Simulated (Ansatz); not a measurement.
## Fields on a plane of MgO (rock salt)

```xyz
2
Lattice="0.0000 2.1269 2.1269 2.1269 0.0000 2.1269 2.1269 2.1269 0.0000" Properties=species:S:1:pos:R:3 pbc="T T T"
O      0.0000     0.0000     0.0000
Mg     2.1269     2.1269     2.1269
```

The slice is a {111} plane (indices of the conventional cell) through the point (0.000, 0.000, 0.000) (fractional), spanned by u = [100] and v = [-1 2 0] in vectors of this cell: u (3.01 Å) and v (5.21 Å, at 90° to u). It covers one period; positions are fractions (u, v).

Atoms on it: O at (0.00, 0.00); O at (0.50, 0.50).

All values below come from PBE (plane waves to 420 eV, PAW, scalar-relativistic; Ansatz, a quantum-chemistry and plane-wave program). k mesh 13×13×13. Near the nuclei the fields are pseudised (PAW); where an atom keeps semicore shells as valence, they peak there. MgO was relaxed with its symmetry unable to fall.

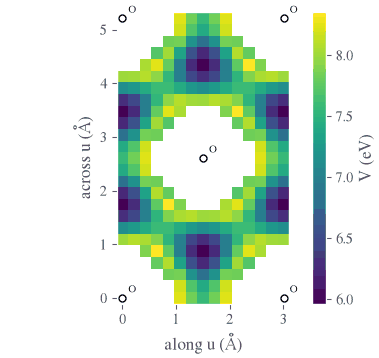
Figure: Electrostatic potential energy of an electron, from the cell's mean, in eV, one period of the plane, atoms marked. Points within 0.9 Å of a nucleus are left white, as the pseudised field means little there. The zero, the cell's mean, hangs on the PAW cores.

```
v \ u  0.00  0.14  0.29  0.43  0.57  0.71  0.86
-----  ----  ----  ----  ----  ----  ----  ----
0.92    0.6   0.3  -0.4  -0.9  -0.9  -0.4   0.3
0.83   -0.2  -0.4  -0.8  -1.1  -1.1  -0.8  -0.4
0.75   -0.9  -0.9  -0.9  -0.9  -0.9  -0.9  -0.9
0.67   -1.1  -0.9  -0.6  -0.3  -0.3  -0.6  -0.9
0.58   -1.0  -0.7  -0.1   0.5   0.5  -0.1  -0.7
0.50   -0.9  -0.6   0.2   0.8   0.8   0.2  -0.6
0.42   -1.0  -0.7  -0.1   0.5   0.5  -0.1  -0.7
0.33   -1.1  -0.9  -0.6  -0.3  -0.3  -0.6  -0.9
0.25   -0.9  -0.9  -0.9  -0.9  -0.9  -0.9  -0.9
0.17   -0.2  -0.4  -0.8  -1.1  -1.1  -0.8  -0.4
0.08    0.6   0.3  -0.4  -0.9  -0.9  -0.4   0.3
0.00    0.9   0.6  -0.2  -0.8  -0.8  -0.2   0.6
```

Values: log₁₀ of the valence density in e/Å³. The scale is logarithmic, as a density can span decades between atoms and voids.
